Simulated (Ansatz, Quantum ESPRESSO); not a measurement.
## SrCl2 (Fm-3m): modes at Γ and the response to a field

Which modes does SrCl2 (Fm-3m) have at the zone centre?

Method: DFT PBE, scalar-relativistic, plane waves, GBRV ultrasoft pseudopotentials, in Quantum ESPRESSO 7.5.

## (1) Starting point

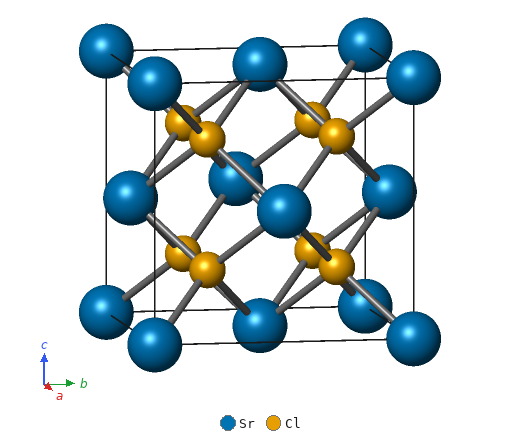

Start, viewed slightly off an axis; strontium blue, chlorine orange. This picture shows the conventional cell, with its axes. Some periodic images of atoms are drawn too.

## (2) A probe with smearing

A cheap run with smearing and empty bands tells whether the crystal has a gap, which decides between fixed occupations and smearing later on.

The input, probe.in:

```
 &control
    calculation='scf',
    prefix='x',
    outdir='./tmp',
    pseudo_dir='./pseudo',
    tprnfor=.true.,
    tstress=.true.,
    verbosity='high',
 /
 &system
    ibrav=2,
    celldm(1)=13.18405225,
    nat=3,
    ntyp=2,
    ecutwfc=40.0,
    ecutrho=240.0,
    occupations='smearing',
    smearing='gaussian',
    degauss=0.01,
 /
 &electrons
    conv_thr=1.0d-07,
    mixing_beta=0.7,
    electron_maxstep=100,
 /
ATOMIC_SPECIES
 Sr     87.6200  Sr.upf
 Cl     35.4500  Cl.upf
ATOMIC_POSITIONS crystal
 Sr     0.000000000   0.000000000   0.000000000
 Cl     0.750000000   0.750000000   0.750000000
 Cl     0.250000000   0.250000000   0.250000000
K_POINTS automatic
 4 4 4 0 0 0
```

Command:

```sh
OMP_NUM_THREADS=1 mpirun -n 4 pw.x -nk 4 -in probe.in > probe.out
```

What it wrote:

```text
[banners, grids, parts of the stress and lines that vanish by symmetry left out]
Program PWSCF v.7.5
     bravais-lattice index     =            2
     lattice parameter (alat)  =      13.1841  a.u.
[...]
kinetic-energy cutoff     =      40.0000  Ry
     charge density cutoff     =     240.0000  Ry
     scf convergence threshold =      1.0E-07
[...]
Exchange-correlation=  SLA  PW   PBX  PBC
                           (   1   4   3   4   0   0   0)
[...]
48 Sym. Ops., with inversion, found
[...]
(     0          1          0      )
                  (     0          0          1      )
[...]
(  0.0000000  1.0000000  0.0000000 )
                  (  0.0000000  0.0000000  1.0000000 )
[...]
(     1          0         -1      )
                  (     0          0         -1      )
[...]
(     0          1         -1      )
                  (     0          1          0      )
[...]
( -1.0000000  0.0000000  0.0000000 )
                  (  0.0000000  1.0000000  0.0000000 )
[...]
number of k points=     8  Gaussian smearing, width (Ry)=  0.0100
[...]
End of self-consistent calculation
[...]
the Fermi energy is     5.4405 ev
!    total energy              =    -137.27955169 Ry
[...]
convergence has been achieved in   8 iterations
[...]
atom    1 type  1   force =     0.00000000    0.00000000    0.00000000
     atom    2 type  2   force =     0.00000000    0.00000000    0.00000000
     atom    3 type  2   force =     0.00000000    0.00000000   -0.00000000
[...]
Total force =     0.000000     Total SCF correction =     0.000000
[...]
total   stress  (Ry/bohr**3)                   (kbar)     P=        9.62
[...]
XML data file, charge density, pseudopotentials, collected wavefunctions

   JOB DONE.
```

Run time: 4.1 s. Hardware: 4 MPI ranks of Arm Neoverse V1, shared host.

This step gave:

- volume per atom: 28.30 Å³
- pressure: 0.9620 GPa
- gap on the k-mesh: 5.344 eV

A gap of 5.3 eV opens on this mesh, so the crystal is taken as an insulator; the start stands at 0.96 GPa.

## (3) Relaxing the cell and atoms

The harmonic expansion starts where the forces on the atoms vanish, and stress shifts the frequencies, so cell and atoms are relaxed with tight thresholds.

The input, relax.in:

```
 &control
    calculation='vc-relax',
    prefix='x',
    outdir='./tmp',
    pseudo_dir='./pseudo',
    tprnfor=.true.,
    tstress=.true.,
    forc_conv_thr=2.0d-05,
    etot_conv_thr=1.0d-07,
    nstep=40,
 /
 &system
    ibrav=2,
    celldm(1)=13.18405225,
    nat=3,
    ntyp=2,
    ecutwfc=40.0,
    ecutrho=240.0,
    occupations='fixed',
    nbnd=14,
 /
 &electrons
    conv_thr=1.0d-11,
    mixing_beta=0.7,
    electron_maxstep=100,
 /
 &ions
 /
 &cell
    press_conv_thr=0.1,
 /
ATOMIC_SPECIES
 Sr     87.6200  Sr.upf
 Cl     35.4500  Cl.upf
ATOMIC_POSITIONS crystal
 Sr     0.000000000   0.000000000   0.000000000
 Cl     0.750000000   0.750000000   0.750000000
 Cl     0.250000000   0.250000000   0.250000000
K_POINTS automatic
 6 6 6 0 0 0
```

Command:

```sh
OMP_NUM_THREADS=1 mpirun -n 4 pw.x -nk 4 -in relax.in > relax.out
```

What it wrote:

```text
[banners, grids, parts of the stress and lines that vanish by symmetry left out]
[banner, memory and clock lines left out]
Program PWSCF v.7.5

[...]
kinetic-energy cutoff     =      40.0000  Ry
     charge density cutoff     =     240.0000  Ry
     scf convergence threshold =      1.0E-11
[...]
energy convergence thresh.=      1.0E-07
     force convergence thresh. =      2.0E-05
     press convergence thresh. =      1.0E-01
     Exchange-correlation=  SLA  PW   PBX  PBC
                           (   1   4   3   4   0   0   0)
[...]
48 Sym. Ops., with inversion, found
[...]
number of k points=    16
[...]
End of self-consistent calculation
[...]
highest occupied, lowest unoccupied level (ev):     3.1600    8.5039
!    total energy              =    -137.27955720 Ry
[...]
convergence has been achieved in  11 iterations
[...]
atom    1 type  1   force =     0.00000000    0.00000000    0.00000000
     atom    2 type  2   force =     0.00000000    0.00000000   -0.00000000
     atom    3 type  2   force =     0.00000000    0.00000000    0.00000000
     Total force =     0.000000     Total SCF correction =     0.000000
[...]
total   stress  (Ry/bohr**3)                   (kbar)     P=        9.62
[...]
number of bfgs steps    =   0
[...]
CELL_PARAMETERS (alat= 13.18405225)
[...]
ATOMIC_POSITIONS (crystal)
Sr              -0.0000000000        0.0000000000       -0.0000000000
Cl               0.7500000000        0.7500000000        0.7500000000
Cl               0.2500000000        0.2500000000        0.2500000000
[...]
New effective cutoffs (rho, wfc):  239.06   39.87
[...]
End of self-consistent calculation
[...]
highest occupied, lowest unoccupied level (ev):     3.1134    8.4382
!    total energy              =    -137.27972344 Ry
[...]
convergence has been achieved in   6 iterations
[...]
atom    1 type  1   force =     0.00000000   -0.00000000    0.00000000
     atom    2 type  2   force =     0.00000000   -0.00000000    0.00000000
     atom    3 type  2   force =    -0.00000000   -0.00000000   -0.00000000
     Total force =     0.000000     Total SCF correction =     0.000000
[...]
total   stress  (Ry/bohr**3)                   (kbar)     P=        7.77
[...]
number of bfgs steps    =   1
[...]
WARNING: bfgs curvature condition failed, Theta= 0.986
[...]
CELL_PARAMETERS (alat= 13.18405225)
[...]
ATOMIC_POSITIONS (crystal)
Sr               0.0000000000        0.0000000000       -0.0000000000
[...]
New effective cutoffs (rho, wfc):  238.20   39.73
[...]
End of self-consistent calculation
[...]
highest occupied, lowest unoccupied level (ev):     3.0625    8.3663
!    total energy              =    -137.27986654 Ry
[...]
convergence has been achieved in   7 iterations
[...]
atom    1 type  1   force =     0.00000000    0.00000000    0.00000000
     atom    2 type  2   force =    -0.00000000   -0.00000000   -0.00000000
     atom    3 type  2   force =     0.00000000    0.00000000    0.00000000
     Total force =     0.000000     Total SCF correction =     0.000000
[...]
total   stress  (Ry/bohr**3)                   (kbar)     P=        5.79
[...]
number of bfgs steps    =   2
[...]
CELL_PARAMETERS (alat= 13.18405225)
[...]
ATOMIC_POSITIONS (crystal)
[...]
New effective cutoffs (rho, wfc):  236.93   39.51
[...]
End of self-consistent calculation
[...]
highest occupied, lowest unoccupied level (ev):     2.9869    8.2595
!    total energy              =    -137.28000468 Ry
[...]
convergence has been achieved in   7 iterations
[...]
atom    1 type  1   force =     0.00000000    0.00000000    0.00000000
     atom    2 type  2   force =    -0.00000000   -0.00000000   -0.00000000
     atom    3 type  2   force =    -0.00000000   -0.00000000    0.00000000
     Total force =     0.000000     Total SCF correction =     0.000000
[...]
total   stress  (Ry/bohr**3)                   (kbar)     P=        2.91
[...]
number of bfgs steps    =   3
[...]
CELL_PARAMETERS (alat= 13.18405225)
[...]
ATOMIC_POSITIONS (crystal)
[...]
New effective cutoffs (rho, wfc):  235.64   39.30
[...]
End of self-consistent calculation
[...]
highest occupied, lowest unoccupied level (ev):     2.9105    8.1513
!    total energy              =    -137.28005330 Ry
[...]
convergence has been achieved in   7 iterations
[...]
atom    1 type  1   force =    -0.00000000   -0.00000000    0.00000000
     atom    2 type  2   force =    -0.00000000   -0.00000000    0.00000000
     atom    3 type  2   force =     0.00000000    0.00000000   -0.00000000
     Total force =     0.000000     Total SCF correction =     0.000000
[...]
total   stress  (Ry/bohr**3)                   (kbar)     P=        0.08
[...]
number of bfgs steps    =   4
[...]
CELL_PARAMETERS (alat= 13.18405225)
[...]
ATOMIC_POSITIONS (crystal)
[...]
New effective cutoffs (rho, wfc):  235.60   39.29
[...]
End of self-consistent calculation
[...]
highest occupied, lowest unoccupied level (ev):     2.9084    8.1483
!    total energy              =    -137.28005333 Ry
[...]
convergence has been achieved in   5 iterations
[...]
atom    1 type  1   force =     0.00000000    0.00000000    0.00000000
     atom    2 type  2   force =     0.00000000   -0.00000000   -0.00000000
     atom    3 type  2   force =    -0.00000000    0.00000000    0.00000000
     Total force =     0.000000     Total SCF correction =     0.000000
[...]
total   stress  (Ry/bohr**3)                   (kbar)     P=        0.00
[...]
bfgs converged in   6 scf cycles and   5 bfgs steps
[...]
End of BFGS Geometry Optimization
     Final enthalpy           =    -137.2800533321 Ry
     File ./tmp/x.bfgs deleted, as requested
[...]
CELL_PARAMETERS (alat= 13.18405225)
[...]
ATOMIC_POSITIONS (crystal)
[...]
Cl               0.7500000000        0.7500000000        0.7500000000
Cl               0.2500000000        0.2500000000        0.2500000000
[...]
Final scf calculation at the relaxed structure.
[...]
kinetic-energy cutoff     =      40.0000  Ry
     charge density cutoff     =     240.0000  Ry
     scf convergence threshold =      1.0E-13
[...]
press convergence thresh. =      1.0E-01
     Exchange-correlation=  SLA  PW   PBX  PBC
                           (   1   4   3   4   0   0   0)
[...]
48 Sym. Ops., with inversion, found
[...]
number of k points=    16
[...]
c_bands:  1 eigenvalues not converged
[...]
End of self-consistent calculation
[...]
highest occupied, lowest unoccupied level (ev):     2.9084    8.1482
!    total energy              =    -137.28007327 Ry
[...]
convergence has been achieved in  14 iterations
[...]
atom    1 type  1   force =     0.00000000    0.00000000    0.00000000
     atom    2 type  2   force =     0.00000000    0.00000000   -0.00000000
     atom    3 type  2   force =    -0.00000000   -0.00000000    0.00000000
     Total force =     0.000000     Total SCF correction =     0.000000
[...]
total   stress  (Ry/bohr**3)                   (kbar)     P=        0.05
[...]
XML data file, charge density, pseudopotentials, collected wavefunctions
```

Run time: 32 s. Hardware: 4 MPI ranks; 2.1 min of CPU time.

Relaxation path:

| step | energy less that of the first step (eV) | largest force (eV/Å) | pressure (GPa) | volume (Å³) |
| --- | --- | --- | --- | --- |
| 1 | 0.0000 | 0.0000 | 0.96 | 84.90 |
| 2 | -0.0023 | 0.0000 | 0.78 | 85.31 |
| 3 | -0.0042 | 0.0000 | 0.58 | 85.77 |
| 4 | -0.0061 | 0.0000 | 0.29 | 86.47 |
| 5 | -0.0068 | 0.0000 | 0.01 | 87.18 |
| 6 | -0.0068 | 0.0000 | 0.00 | 87.20 |
| 7 | -0.0070 | 0.0000 | 0.01 | 87.20 |

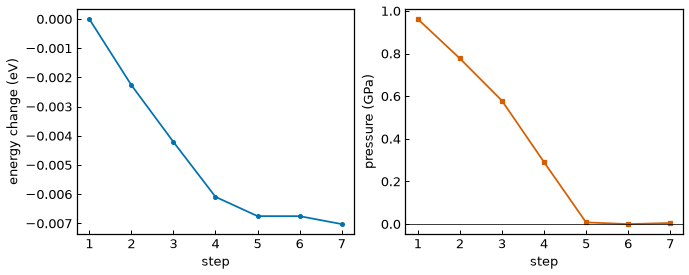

Energy and pressure along the relaxation.

| conventional cell, symmetrised | before | after | change |
| --- | --- | --- | --- |
| a (Å) | 6.977 | 7.039 | +0.9 % |
| b (Å) | 6.977 | 7.039 | +0.9 % |
| c (Å) | 6.977 | 7.039 | +0.9 % |
| volume (Å³/atom) | 28.30 | 29.07 | +2.7 % |

The relaxed structure:

```
CELL_PARAMETERS angstrom
-3.51962 0.00000 3.51962
0.00000 3.51962 3.51962
-3.51962 3.51962 0.00000
ATOMIC_POSITIONS crystal
Sr 0.00000 0.00000 0.00000
Cl 0.75000 0.75000 0.75000
Cl 0.25000 0.25000 0.25000
```

The last row of the table of steps is pw.x's closing run on a basis chosen anew for the final cell, so its energy can jump.

This step gave:

```
volume per atom   : 29.07 Å³
pressure          : 0.005 GPa
gap on the k-mesh : 5.240 eV
```

The volume changes by +2.7 % from the cell with which this run began.

## (4) Self-consistent run for the response

The response is built on this ground state, so it is converged far tighter than an energy would need. With a gap, occupations are fixed, which also allows the response to an electric field.

The input, scf.in:

```
 &control
    calculation='scf',
    prefix='x',
    outdir='./tmp',
    pseudo_dir='./pseudo',
    tprnfor=.true.,
    tstress=.true.,
 /
 &system
    ibrav=2,
    celldm(1)=13.3022463,
    nat=3,
    ntyp=2,
    ecutwfc=40.0,
    ecutrho=240.0,
    occupations='fixed',
    nbnd=14,
 /
 &electrons
    conv_thr=1.0d-12,
    mixing_beta=0.7,
    electron_maxstep=100,
 /
ATOMIC_SPECIES
 Sr     87.6200  Sr.upf
 Cl     35.4500  Cl.upf
ATOMIC_POSITIONS crystal
 Sr     0.000000000   0.000000000   0.000000000
 Cl     0.750000000   0.750000000   0.750000000
 Cl     0.250000000   0.250000000   0.250000000
K_POINTS automatic
 6 6 6 0 0 0
```

Command:

```sh
OMP_NUM_THREADS=1 mpirun -n 4 pw.x -nk 4 -in scf.in > scf.out
```

What it wrote:

```text
[banners, grids, parts of the stress and lines that vanish by symmetry left out]
[banner, memory and clock lines left out]
Program PWSCF v.7.5

[...]
kinetic-energy cutoff     =      40.0000  Ry
     charge density cutoff     =     240.0000  Ry
     scf convergence threshold =      1.0E-12
[...]
Exchange-correlation=  SLA  PW   PBX  PBC
                           (   1   4   3   4   0   0   0)
[...]
48 Sym. Ops., with inversion, found
[...]
number of k points=    16
[...]
End of self-consistent calculation
[...]
highest occupied, lowest unoccupied level (ev):     2.9084    8.1482
!    total energy              =    -137.28007327 Ry
[...]
convergence has been achieved in  12 iterations
[...]
atom    1 type  1   force =     0.00000000    0.00000000    0.00000000
     atom    2 type  2   force =     0.00000000    0.00000000   -0.00000000
     atom    3 type  2   force =    -0.00000000   -0.00000000    0.00000000
     Total force =     0.000000     Total SCF correction =     0.000000
[...]
total   stress  (Ry/bohr**3)                   (kbar)     P=        0.04
[...]
XML data file, charge density, pseudopotentials, collected wavefunctions
```

It took 7.3 s on 4 MPI ranks.

This step gave:

- pressure: 0.004 GPa

The cell stands at 0.004 GPa, close enough for phonons.

(Part 1 of 3 ends here.)

[Host names and launcher messages were left out of these logs when they were recorded.]

[Logs are printed without paths, hosts, clocks, repeated set-up lines and the standing remarks that a program may print on its own settings, such as how far it seeks lower states.]

[Hosts, paths, dates, database ids (printed as entryN), source tags and the programs' standing remarks are cut or masked in the printed files.]
